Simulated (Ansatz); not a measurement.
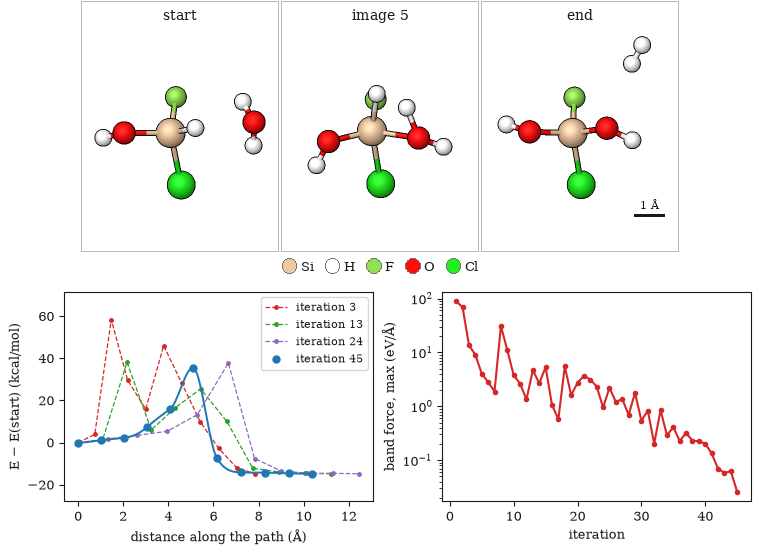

NEB run on SiH₄O₂ClF, made up at the start of SiH$_{2}$OClF and H₂O. Images are numbered from 0 (start) to 10 (end). The plot follows the band through its iterations. A ball-and-stick model, seen at a tilt.

The calculation used RKS B3LYP-D4/def2-SVP (Ansatz). Settings: 9 movable images; climbing image; force threshold 0.03 eV/Å; iteration limit 60; starting path through a guess of the saddle point.

How did the profile develop, and is the result final?

Answer. The result is final at these settings. The band converged in 45 iterations. The largest component of the band force went from 89 to 0.026 eV/Å. The climbing image converged on the top of the path. Its vibrational analysis gives one imaginary mode (1346i cm⁻¹), as a transition state must have. The first iteration put the highest image at 520.5 kcal/mol. The energy climbs by 35.5 kcal/mol to image 5 and then falls by 50.3 kcal/mol, so the end point sits at −14.8 kcal/mol.

Limits of the set-up: the start holds two separate molecules, 2.3 Å apart at their closest, whose relative position is a soft coordinate.

The run took 12 min on 2 threads of AMD EPYC 7R43 64-Core Processor (Zen 3) (shared host), peak memory 0.24 GiB.
